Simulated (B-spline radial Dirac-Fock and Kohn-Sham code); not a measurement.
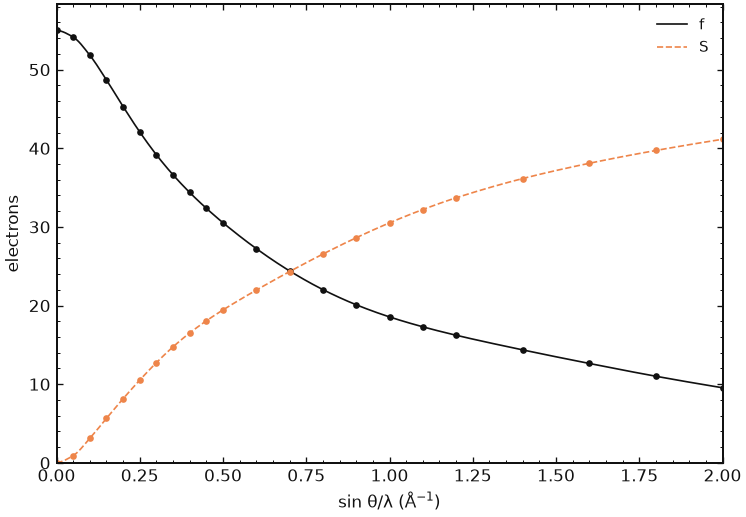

The X-ray form factor f and the incoherent scattering function S against sin θ/λ. Level of theory: the spherical Dirac–Fock density (average of configuration), S by Waller and Hartree; calculated with a B-spline radial code.

The nuclear charge is 57. What is the species?

Answer. La²⁺: f(0) = 55 electrons, so the charge is 57 − 55 = +2.

Where do f and S cross?

Answer. Between sin θ/λ = 0.70 Å⁻¹ and sin θ/λ = 0.80 Å⁻¹.

What is f at sin θ/λ = 1.00 Å⁻¹?

Answer. 18.6 electrons.
